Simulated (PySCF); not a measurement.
**MoSF4: frequency calculation**

System: MoSF4.
Method: RKS-based B3LYP, Mo def2-SVP with ECP28, S def2-SVP, F def2-SVP; non-relativistic Hamiltonian with a scalar-relativistic core potential; density fitting (PySCF 2.14.0).

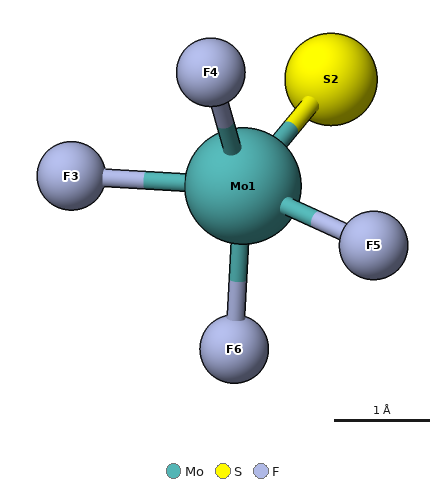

Figure 1. The structure (ball-and-stick view, seen at a tilt; atoms are numbered from 1 in the order of the input). Sticks mark near contacts.

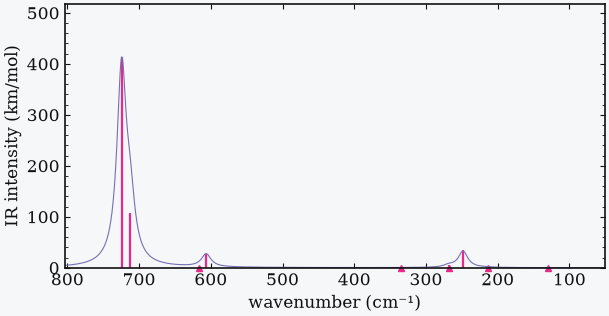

Figure 2. Harmonic infrared spectrum, unscaled: sticks (degenerate modes added up, dark ones marked on the axis) with a Lorentzian envelope of 16 cm⁻¹ full width, scaled to the tallest stick. 12 modes from 130 to 724 cm⁻¹, none imaginary. The strongest line is at 724 cm⁻¹ (414 km/mol). All modes, in cm⁻¹ (km/mol): 130 (0.0), 214 (0.3), 214 (0.3), 248 (17.3), 248 (17.3), 268 (4.7), 335 (0.0), 606 (27), 616 (0.0), 712 (107), 724 (207), 724 (207).

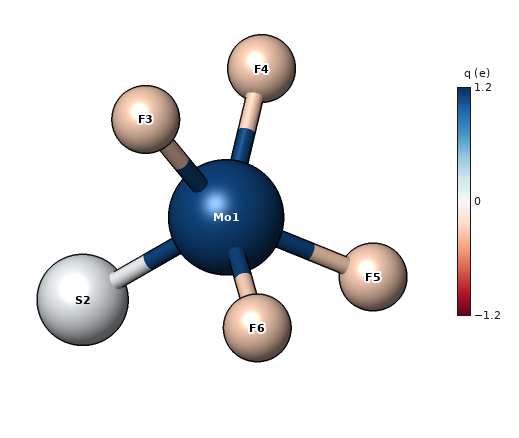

Figure 3. Mulliken charges, as the colour of each atom (ball-and-stick view, seen at a tilt; atoms are numbered from 1 in the order of the input). By element: Mo +1.11, S +0.07 and F −0.30 e.

The input and output of the run follow.

## Input file
```python
from pyscf import gto, scf, dft
mol = gto.M(atom='''
Mo    -0.000000    -0.000000    -0.143796
S      0.000000     0.000000     1.938887
F      1.782143     0.000000    -0.626314
F      0.000000     1.782143    -0.626314
F     -1.782143    -0.000000    -0.626314
F     -0.000000    -1.782143    -0.626314''',
    basis={'Mo': 'def2-SVP', 'S': 'def2-SVP', 'F': 'def2-SVP'},
    ecp={'Mo': 'def2-SVP'},
    charge=0, spin=0)
mf = dft.RKS(mol, xc='B3LYP')
mf.grids.atom_grid = (75, 302)
aux = {'Mo': 'def2-universal-JKFIT', 'S': 'def2-universal-JKFIT', 'F': 'def2-universal-JKFIT'}
mf = mf.density_fit(auxbasis=aux)
mf.conv_tol = 1e-09
mf.diis_space = 10
mf.max_cycle = 60
mf.verbose = 4
mf.kernel()
```

The script is an equivalent of the set-up of the self-consistent field. The run itself was carried out by a driver, which started from the orbitals of the step before it where there was one and computed the further properties.

Launch command:
```bash
OMP_NUM_THREADS=2 python axn.py task.json out
```

## What the program printed
```
init E= -865.564877616156
  HOMO = -0.34724784812957  LUMO = -0.178441528041615  gap/eV = 4.59345
cycle= 1 E= -865.564877616045  delta_E= 1.11e-10  |g|= 2e-05  |ddm|= 2.38e-05
  HOMO = -0.347245816680886  LUMO = -0.17844752396278  gap/eV = 4.59324
cycle= 2 E= -865.564877614121  delta_E= 1.92e-09  |g|= 8.58e-05  |ddm|= 9.91e-05
  HOMO = -0.347247220622829  LUMO = -0.178442510488779  gap/eV = 4.59341
cycle= 3 E= -865.564877616156  delta_E= -2.03e-09  |g|= 3.95e-06  |ddm|= 7.93e-05
  HOMO = -0.347247363014946  LUMO = -0.178442589901781  gap/eV = 4.59341
cycle= 4 E= -865.564877616168  delta_E= -1.16e-11  |g|= 7.77e-08  |ddm|= 2.82e-06
  HOMO = -0.347247390450927  LUMO = -0.17844260833354  gap/eV = 4.59341
Extra cycle  E= -865.564877616164  delta_E= 3.18e-12  |g|= 1.15e-07  |ddm|= 2.07e-07
converged SCF energy = -865.564877616164
```

## Summary

| quantity | value |
| --- | --- |
| outcome | converged |
| total energy | −865.564878 hartree |
| HOMO | −9.45 eV |
| LUMO | −4.86 eV |
| zero-point energy | 0.011484 hartree |
| dipole moment | 1.54 D |
| wavenumbers, lowest and highest | 130 and 724 cm⁻¹ |
| hardware | 2 threads of Arm Neoverse N1, 98 GiB of memory available, shared host |
| wall time | 1.9 min (CPU time 3.2 min) |
| peak memory | 1.5 GiB |
